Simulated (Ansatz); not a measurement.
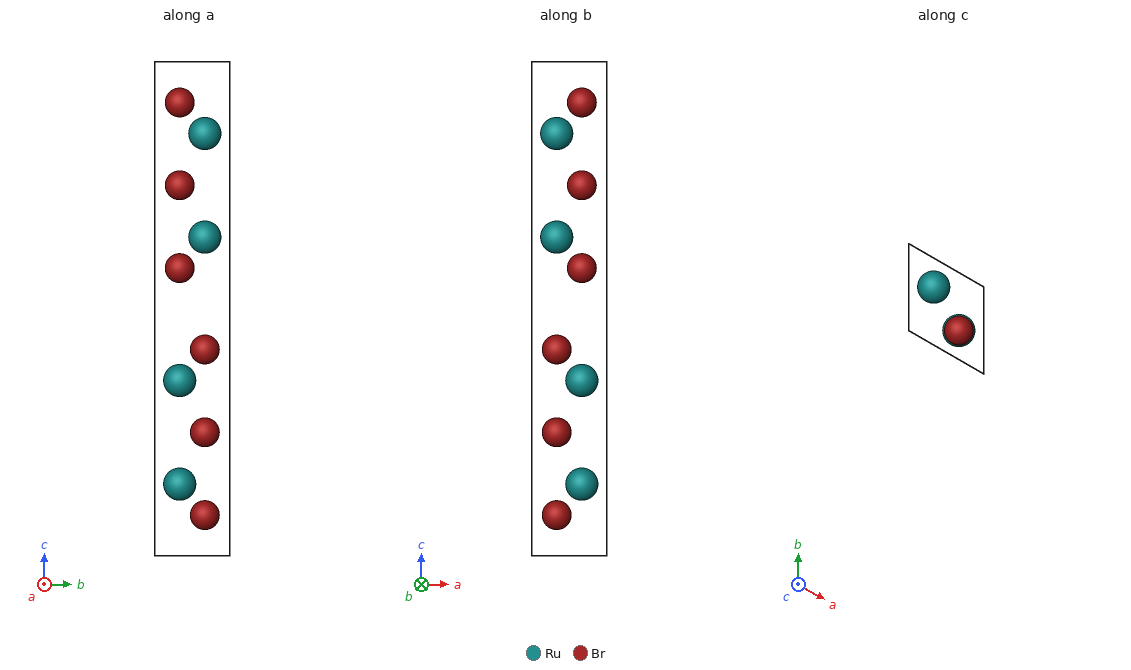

A spheres-only rendering, viewed along the a axis, along the b axis and along the c axis. The conventional unit cell is outlined; an atom on or near a face, edge or corner is repeated at each equivalent position.

Lattice parameters: a = 3.514 Å, b = 3.514 Å, c = 19.958 Å, α = 90.00°, β = 90.00°, γ = 120.00°. Put a along x and b in the xy plane.

**Give the structure in the form of a POSCAR file, with free fractional coordinates to two decimals.**

```
Ru Br
1.0
     3.514    0.000    0.000
    -1.757    3.043    0.000
     0.000    0.000   19.958
Ru Br
4 6
Direct
  0.3333 0.6667 0.65
  0.6667 0.3333 0.15
  0.3333 0.6667 0.85
  0.6667 0.3333 0.35
  0.3333 0.6667 0.42
  0.6667 0.3333 0.92
  0.3333 0.6667 0.08
  0.6667 0.3333 0.58
  0.3333 0.6667 0.25
  0.6667 0.3333 0.75
```

The structure was taken from a generated cell, made by putting these elements into a known structure type (the compound may or may not exist in this form). Cell shown after relaxation with Ansatz, DFT, PAW plane waves, PBEsol.
